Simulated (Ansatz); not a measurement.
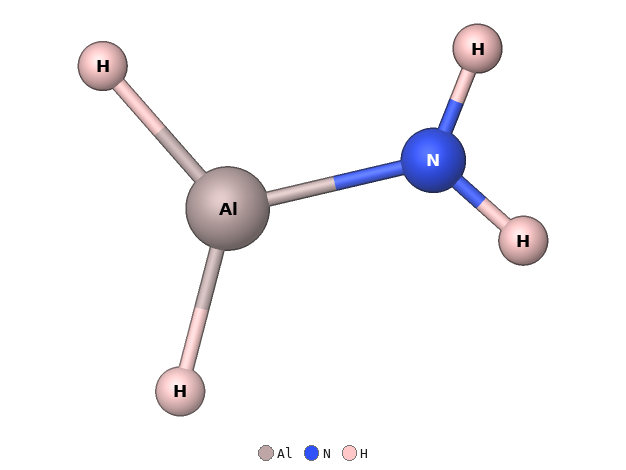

All atoms lie in one plane, which faces the viewer. Computed geometry: PBE0-D4/def2-TZVP optimisation.

Question: List the symmetry elements and name the point group.

Answer: It has 1 C2 axis and 2 mirror planes, so the point group is C2v. The group has 4 operations. The geometry is achiral, and symmetry allows a dipole moment.
